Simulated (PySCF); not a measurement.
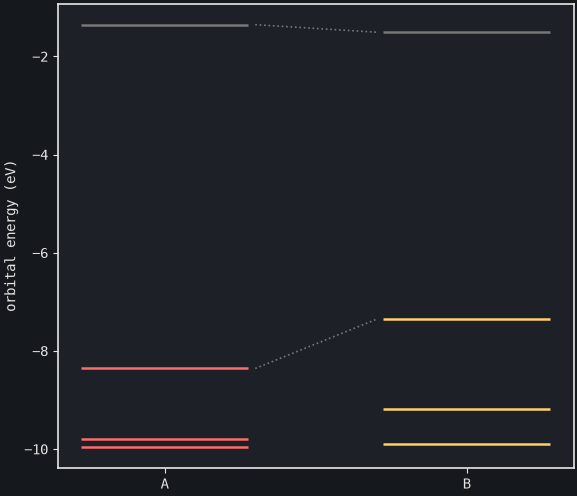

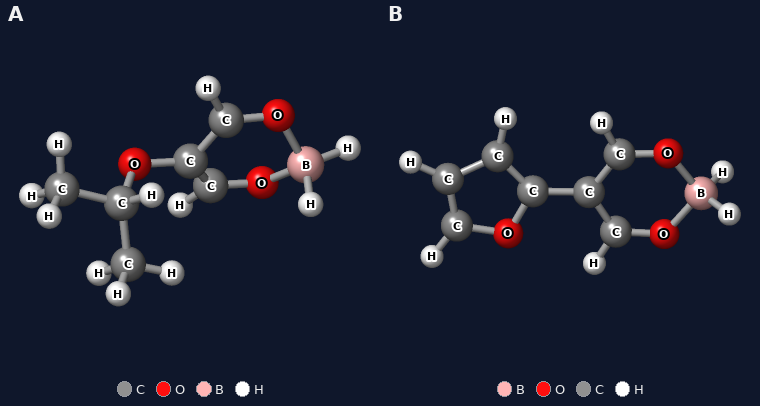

Related molecules: A is C₆H₁₁BO₃, SMILES CC(C)OC1=CO[BH2-][O+]=C1; B is C₇H₇BO₃, SMILES [BH2-]1OC=C(c2ccco2)C=[O+]1. Frontier orbital energies, CAM-B3LYP/def2-SVPD in PySCF 2.14.0, at a PBE0-D3(BJ)/def2-SVP geometry (no frequency check); drawn are at most three filled levels and, in grey, the LUMO with any level within 0.03 eV of it; dotted lines join the HOMOs and the LUMOs.

What does the change do to the frontier levels?

From A to B the HOMO rises by 1.00 eV and the LUMO falls by 0.15 eV, so the separation goes from 7.00 to 5.85 eV.

Limits of at least one run: one conformer of a flexible molecule.
